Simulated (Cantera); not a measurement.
Input: 1 mol CuO, 3.4 mol F₂, equilibrated at 36.0 mbar.

Equilibrium computed with Cantera from the NASA thermochemical tables; the gas is ideal and each condensed phase is pure. Candidate condensed phases: Cu, CuF₂, CuO, Cu₂O; 13 gas species. Kinetics and transport are ignored.

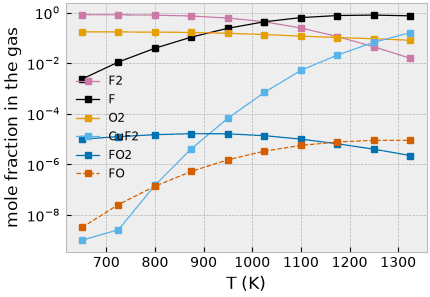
Figure. Equilibrium gas composition (values under 1e-9 drawn at 1e-9)

Question: Read off the mole fractions at 950 K.

Answer: F₂ about 0.61, F about 0.24, O₂ about 0.15, CuF₂ about 6.7e-5, FO₂ about 1.6e-5, FO about 1.5e-6.
